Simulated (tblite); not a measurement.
# Geometry relaxation of C4H8FO (part 1 of 2)

System: C4H8FO, multiplicity 2.
Method: GFN2-xTB geometry optimisation, gas phase (tblite 0.8.0).

It belongs to a series of runs on one base structure; here: H removed from sp3 C.

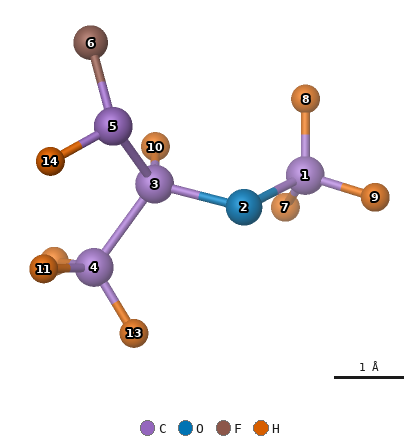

The structure as given in the input (ball-and-stick view, seen at a tilt; atoms are numbered from 1 in the order of the input).

Key numbers:

- outcome: converged
- total energy: −581.0220 eV
- hardware: 1 CPU thread, shared host
- wall time: 0.64 s
- peak memory: 0.17 GiB

Input file:
```
{"job": {"kind": "relax", "xc": "GFN2-xTB", "basis": "xTB"}, "charge": 0, "multiplicity": 2}
C      2.020300    -0.219100     0.367500
O      0.795400    -0.394200     1.034500
C     -0.237600     0.160900     0.311300
C     -1.280100    -0.855400    -0.049600
C     -0.956100     1.211800     1.175600
F     -0.812600     2.403900     0.475000
H      1.942200    -0.707000    -0.620700
H      2.286000     0.856900     0.281900
H      2.790200    -0.698200     1.018200
H      0.181700     0.596400    -0.603200
H     -2.218900    -0.646300     0.519400
H     -1.512200    -0.745600    -1.126100
H     -0.970400    -1.900100     0.211400
H     -2.028600     0.935600     1.262800
```

The first line tells a small driver script what to run in tblite; the rest is the geometry in Å.

Run as:
```bash
OMP_NUM_THREADS=1 python <driver script> task.json out
```

What the program printed:
```
step      E/eV     max force
  0    -580.08334    2.825
  1    -580.33132    1.587
  2    -580.46885    1.019
  3    -580.54575    0.708
  4    -580.61323    0.542
  5    -580.64690    0.552
  6    -580.68253    0.561
  7    -580.70988    0.384
  8    -580.72681    0.400
  9    -580.73901    0.338
 10    -580.75293    0.362
 11    -580.76994    0.359
 12    -580.78660    0.317
 13    -580.79894    0.313
 14    -580.80922    0.273
 15    -580.81858    0.285
 16    -580.82561    0.185
 17    -580.83080    0.136
 18    -580.83546    0.167
 19    -580.84084    0.229
 20    -580.84777    0.235
 21    -580.84895    0.675
 22    -580.85962    0.223
 23    -580.86420    0.184
 24    -580.87064    0.167
 25    -580.87232    0.144
 26    -580.87509    0.088
 27    -580.87673    0.100
 28    -580.87807    0.095
 29    -580.87931    0.083
 30    -580.88013    0.059
 31    -580.88061    0.053
 32    -580.88100    0.055
 33    -580.88162    0.084
 34    -580.88274    0.141
 35    -580.88467    0.201
 36    -580.88753    0.230
 37    -580.89119    0.213
 38    -580.89574    0.199
 39    -580.90121    0.257
 40    -580.90736    0.295
 41    -580.91277    0.279
 42    -580.90576    0.552
 43    -580.91977    0.169
 44    -580.92260    0.154
 45    -580.93068    0.257
 46    -580.93399    0.177
 47    -580.93818    0.145
 48    -580.94048    0.117
 49    -580.94293    0.138
 50    -580.94563    0.143
 51    -580.94767    0.146
 52    -580.94879    0.113
 53    -580.94976    0.061
 54    -580.95032    0.059
 55    -580.95094    0.077
 56    -580.95181    0.091
 57    -580.95291    0.083
 58    -580.95426    0.079
 59    -580.95576    0.088
 60    -580.95730    0.087
 61    -580.95817    0.084
 62    -580.95877    0.143
 63    -580.95949    0.056
 64    -580.95991    0.037
 65    -580.96035    0.040
 66    -580.96094    0.049
 67    -580.96165    0.063
 68    -580.96228    0.079
 69    -580.96295    0.094
 70    -580.96401    0.111
 71    -580.96580    0.134
 72    -580.96849    0.151
 73    -580.97175    0.147
 74    -580.97529    0.190
 75    -580.97987    0.243
 76    -580.98690    0.244
 77    -580.97417    0.741
 78    -580.99599    0.204
 79    -580.99946    0.119
 80    -581.00129    0.235
 81    -581.00317    0.110
 82    -581.00550    0.076
 83    -581.00873    0.060
 84    -581.01011    0.097
 85    -581.01062    0.050
 86    -581.01104    0.053
 87    -581.01151    0.054
 88    -581.01236    0.051
 89    -581.01310    0.055
 90    -581.01363    0.043
 91    -581.01389    0.037
 92    -581.01402    0.041
 93    -581.01418    0.036
 94    -581.01438    0.034
 95    -581.01457    0.037
 96    -581.01480    0.038
 97    -581.01503    0.032
 98    -581.01526    0.037
 99    -581.01548    0.032
100    -581.01574    0.034
101    -581.01604    0.040
102    -581.01636    0.045
103    -581.01666    0.045
104    -581.01697    0.044
105    -581.01729    0.047
106    -581.01762    0.057
107    -581.01794    0.045
108    -581.01824    0.035
109    -581.01841    0.033
110    -581.01857    0.035
111    -581.01876    0.045
112    -581.01897    0.027
113    -581.01919    0.024
114    -581.01940    0.031
115    -581.01959    0.035
116    -581.01979    0.043
117    -581.02005    0.050
118    -581.02041    0.052
119    -581.02076    0.055
120    -581.02100    0.061
121    -581.02111    0.016
122    -581.02116    0.024
123    -581.02119    0.021
124    -581.02122    0.012
125    -581.02125    0.013
126    -581.02128    0.013
127    -581.02130    0.012
128    -581.02132    0.013
129    -581.02135    0.014
130    -581.02138    0.015
131    -581.02143    0.018
132    -581.02150    0.023
133    -581.02160    0.025
134    -581.02172    0.027
135    -581.02182    0.017
136    -581.02175    0.108
137    -581.02193    0.020
138    -581.02197    0.013
139    -581.02201    0.007
```

Trajectory as extended XYZ (Å, eV, eV/Å), 16 of the 140 frames kept, from step=0 to step=139:
```
14
Properties=species:S:1:pos:R:3:forces:R:3 step=0 energy=-580.08334
C     2.0203   -0.2191    0.3675    0.7480  -0.2850   0.6660
O     0.7954   -0.3942    1.0345    1.2550  -0.5700   0.4110
C    -0.2376    0.1609    0.3113   -0.5720   0.5880   0.9970
C    -1.2801   -0.8554   -0.0496   -1.3780  -1.2470  -0.3900
C    -0.9561    1.2118    1.1756   -0.3060   0.5440  -2.7550
F    -0.8126    2.4039    0.4750   -0.4860  -0.3180   1.1880
H     1.9422   -0.7070   -0.6207    0.4890   0.2150   0.2480
H     2.2860    0.8569    0.2819   -0.1640  -0.4680  -0.1490
H     2.7902   -0.6982    1.0182   -0.4760   0.1800  -0.6500
H     0.1817    0.5964   -0.6032   -0.2270   0.4460   0.1170
H    -2.2189   -0.6463    0.5194    0.5600  -0.5800  -0.5800
H    -1.5122   -0.7456   -1.1261    0.0060  -0.4250   0.5820
H    -0.9704   -1.9001    0.2114   -0.1390   0.9620  -0.3950
H    -2.0286    0.9356    1.2628    0.6910   0.9600   0.7100
14
Properties=species:S:1:pos:R:3:forces:R:3 step=9 energy=-580.73901
C     2.0502   -0.2422    0.4000   -0.1130   0.0740  -0.0450
O     0.7965   -0.3893    1.0371    0.0060   0.0640   0.0040
C    -0.3032    0.1817    0.2903    0.0670  -0.1680  -0.1130
C    -1.3198   -0.9286   -0.0822    0.0850   0.1280  -0.0240
C    -1.0299    1.2756    0.9922    0.1450  -0.1880  -0.0730
F    -0.8295    2.5398    0.5792    0.0860  -0.0390   0.0270
H     2.0577   -0.7072   -0.5954   -0.0740  -0.0260   0.0440
H     2.2993    0.8189    0.2861    0.0930   0.0100   0.0370
H     2.8219   -0.7282    1.0019   -0.3090   0.0560   0.1250
H     0.1654    0.6122   -0.6093   -0.2800   0.0210  -0.0480
H    -2.2455   -0.7921    0.4715    0.0360  -0.0920   0.0180
H    -1.5497   -0.8654   -1.1420   -0.0110  -0.0720  -0.0110
H    -0.9317   -1.9205    0.1475    0.1070   0.1980  -0.0260
H    -1.9824    1.1446    1.4809    0.1620   0.0350   0.0850
14
Properties=species:S:1:pos:R:3:forces:R:3 step=19 energy=-580.84084
C     2.0058   -0.2208    0.4267   -0.1210   0.0260  -0.0340
O     0.7235   -0.3027    0.9893   -0.1050   0.0800   0.1040
C    -0.3784    0.2082    0.1922    0.1960  -0.1130  -0.0360
C    -1.3140   -0.9729   -0.1278    0.0640   0.1460   0.0030
C    -1.0523    1.3029    0.9128   -0.1530  -0.0760  -0.0630
F    -0.6927    2.5682    0.6328   -0.0080  -0.0350   0.0690
H     2.0535   -0.7102   -0.5504   -0.0110  -0.1340  -0.0620
H     2.3395    0.8132    0.2989    0.0100   0.1060   0.0990
H     2.6608   -0.7372    1.1281    0.0220   0.0590  -0.0490
H     0.0311    0.6343   -0.7329    0.0930  -0.0590  -0.0150
H    -2.2167   -0.9308    0.4705   -0.0170  -0.0220   0.0920
H    -1.5937   -0.9630   -1.1756   -0.0360  -0.0120  -0.0480
H    -0.7851   -1.8965    0.0958   -0.0680   0.0180  -0.0350
H    -1.7819    1.2068    1.6974    0.1330   0.0170  -0.0250
14
Properties=species:S:1:pos:R:3:forces:R:3 step=28 energy=-580.87807
C     1.9683   -0.1979    0.4473   -0.0510   0.0010   0.0280
O     0.6834   -0.2320    1.0082   -0.0470  -0.0200   0.0740
C    -0.3880    0.2088    0.1429    0.0910  -0.0130   0.0250
C    -1.3108   -0.9800   -0.1490    0.0230   0.0360   0.0130
C    -1.1108    1.3054    0.8257    0.0450  -0.0100  -0.0220
F    -0.6272    2.5513    0.6772    0.0210   0.0480  -0.0200
H     2.0008   -0.7234   -0.5134    0.0220   0.0150  -0.0270
H     2.3220    0.8307    0.3165    0.0200   0.0190  -0.0480
H     2.6159   -0.7113    1.1554    0.0330   0.0150   0.0350
H     0.0572    0.5997   -0.7798   -0.0230  -0.0030  -0.0300
H    -2.1757   -0.9525    0.5054   -0.0370  -0.0350   0.0080
H    -1.6415   -0.9703   -1.1826   -0.0500   0.0060   0.0080
H    -0.7634   -1.8975    0.0468   -0.0140  -0.0410  -0.0660
H    -1.6309    1.1686    1.7572   -0.0330  -0.0170   0.0210
14
Properties=species:S:1:pos:R:3:forces:R:3 step=37 energy=-580.89119
C     1.9717   -0.1850    0.4704   -0.0950   0.0480   0.0490
O     0.6856   -0.2331    1.0281   -0.1680  -0.1190  -0.0540
C    -0.3802    0.1877    0.1454   -0.0150  -0.0610  -0.0190
C    -1.3301   -0.9856   -0.1494    0.0310  -0.0070  -0.0520
C    -1.0853    1.3083    0.8088   -0.0330  -0.0340  -0.0150
F    -0.5771    2.5456    0.6584    0.0160  -0.0260  -0.0230
H     2.0135   -0.7414   -0.4742    0.0990  -0.0130   0.0720
H     2.2850    0.8497    0.2976    0.0610   0.0470  -0.0600
H     2.6315   -0.6352    1.2111    0.0190  -0.0330  -0.0720
H     0.0631    0.5498   -0.7934    0.0040  -0.0240   0.0790
H    -2.1530   -1.0324    0.5634    0.1560   0.0780  -0.0310
H    -1.7366   -0.8774   -1.1534   -0.0630  -0.0050   0.0960
H    -0.7858   -1.9280   -0.0978    0.0270   0.1160  -0.0020
H    -1.6030    1.1764    1.7426   -0.0380   0.0340   0.0310
14
Properties=species:S:1:pos:R:3:forces:R:3 step=46 energy=-580.93399
C     1.9666   -0.1623    0.5230   -0.0350  -0.0130   0.0010
O     0.6661   -0.3343    1.0216   -0.1240   0.0250  -0.1240
C    -0.3803    0.1351    0.1402   -0.0050  -0.0430  -0.0680
C    -1.3704   -0.9874   -0.1677    0.0000   0.0310  -0.0320
C    -1.0482    1.2943    0.7791    0.0960  -0.0100  -0.0470
F    -0.4590    2.4886    0.5828   -0.0250   0.1200   0.0380
H     2.1414   -0.7918   -0.3565    0.0030  -0.0200  -0.0570
H     2.1733    0.8801    0.2584   -0.0200   0.0360   0.0370
H     2.6415   -0.4664    1.3177    0.0450  -0.0260   0.0880
H     0.0772    0.4700   -0.8025    0.0170   0.0100   0.0800
H    -1.9981   -1.1976    0.6939    0.0610  -0.0080  -0.0040
H    -1.9987   -0.6832   -1.0051    0.0210  -0.0850   0.1170
H    -0.8223   -1.8879   -0.4359   -0.0550   0.0220   0.0050
H    -1.5896    1.2423    1.7090    0.0230  -0.0410  -0.0340
14
Properties=species:S:1:pos:R:3:forces:R:3 step=56 energy=-580.95181
C     1.9536   -0.1574    0.5531    0.0060   0.0130   0.0160
O     0.6371   -0.3906    0.9759   -0.0030   0.0140   0.0260
C    -0.3803    0.1272    0.0980   -0.0500   0.0220  -0.0410
C    -1.3879   -0.9847   -0.1770   -0.0170  -0.0240  -0.0270
C    -1.0076    1.3034    0.7509    0.0160  -0.0240  -0.0470
F    -0.4070    2.4959    0.5677   -0.0050  -0.0050  -0.0030
H     2.2086   -0.7963   -0.3003    0.0290   0.0160  -0.0580
H     2.1117    0.8905    0.2778    0.0360   0.0140   0.0310
H     2.5976   -0.4068    1.3936    0.0220  -0.0150   0.0320
H     0.0850    0.4540   -0.8416   -0.0010  -0.0250  -0.0040
H    -1.8659   -1.2852    0.7507   -0.0180   0.0230  -0.0090
H    -2.1417   -0.6504   -0.8874    0.0460  -0.0140   0.0770
H    -0.8614   -1.8444   -0.5861   -0.0540   0.0200  -0.0080
H    -1.5426    1.2443    1.6826   -0.0050  -0.0180   0.0140
14
Properties=species:S:1:pos:R:3:forces:R:3 step=65 energy=-580.96035
C     1.9695   -0.1415    0.5772   -0.0120   0.0200   0.0100
O     0.6437   -0.4206    0.9432   -0.0030  -0.0300   0.0040
C    -0.3701    0.1061    0.0660   -0.0170   0.0170  -0.0030
C    -1.4124   -0.9833   -0.1677   -0.0090   0.0100  -0.0120
C    -0.9880    1.2898    0.7131    0.0100   0.0060  -0.0040
F    -0.3901    2.4848    0.5396    0.0190  -0.0180  -0.0100
H     2.2790   -0.7497   -0.2816   -0.0050   0.0230  -0.0300
H     2.1163    0.9161    0.3372   -0.0040   0.0340   0.0200
H     2.5842   -0.3956    1.4390    0.0130  -0.0250   0.0070
H     0.0879    0.4071   -0.8855    0.0100  -0.0040   0.0150
H    -1.7940   -1.3240    0.7903   -0.0090  -0.0110  -0.0160
H    -2.2309   -0.5903   -0.7649    0.0060  -0.0290   0.0070
H    -0.9578   -1.8239   -0.6849   -0.0180  -0.0050   0.0230
H    -1.5379    1.2244    1.6369    0.0180   0.0120  -0.0100
```
